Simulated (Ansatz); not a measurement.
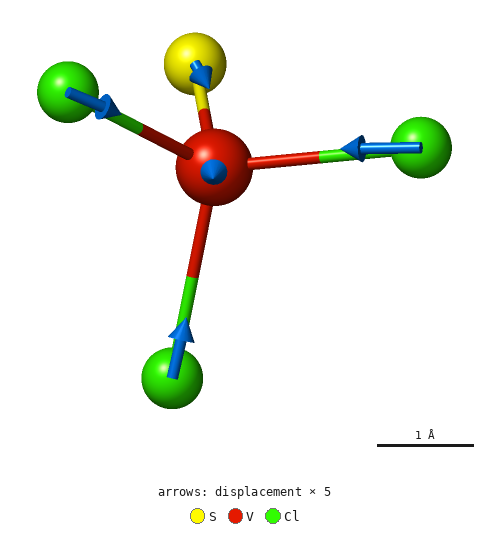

A relaxation of VSCl$_{3}$ (coarse preliminary run). The starting structure is drawn; blue arrows show the displacements, magnified 5 times. The two geometries are superimposed by the best rigid fit.

A ball-and-stick model, seen at a tilt.

The start comes from a force field.

Computed with RKS PBE-D4/def2-SVP (Ansatz 0.2.0). Settings: force threshold 0.03 eV/Å; at most 200 steps.

Question: Which element moves most?

Answer: Chlorine: up to 0.18 Å, against 0.08 Å for vanadium.

Question: What did the optimiser do to the structure, and how much energy did it gain?

Answer: The atom that moves furthest after the best rigid fit is a Cl atom (0.18 Å). By element the largest moves are Cl 0.18 Å, V 0.08 Å, S 0.07 Å. Some distances before and after: Cl–V 2.339 → 2.139 Å, Cl–V 2.314 → 2.139 Å, Cl–V 2.280 → 2.139 Å, S–V 1.991 → 2.004 Å. Among the angles between lasting bonds that change: S–V–Cl 111.8° → 108.4°, Cl–V–Cl 108.0° → 110.6°, S–V–Cl 110.8° → 108.4°. The energy falls by 14.1 kcal/mol in 3 geometry steps. The largest force component goes from 2.2 to 0.0064 eV/Å.
